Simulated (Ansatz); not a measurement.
**Response to strain in CdS**

Consider CdS in the zinc blende structure (space group F-43m, No. 216; a = 5.878 Å).

Strains are applied to the cell and any free atomic positions relax.

Computed with r2SCAN (Ansatz, a quantum-chemistry and plane-wave program, PAW, without spin-orbit coupling).

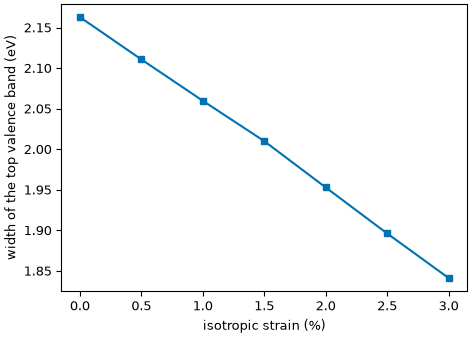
Width of the top valence band against isotropic strain

```tsv
isotropic strain (%)	width of the top valence band
0.5	2.11 eV
1	2.06 eV
1.5	2.01 eV
2	1.95 eV
2.5	1.90 eV
3	1.84 eV
```

The levels and masses belong to the bands next to the band gap. Stability against distortions was not tested.
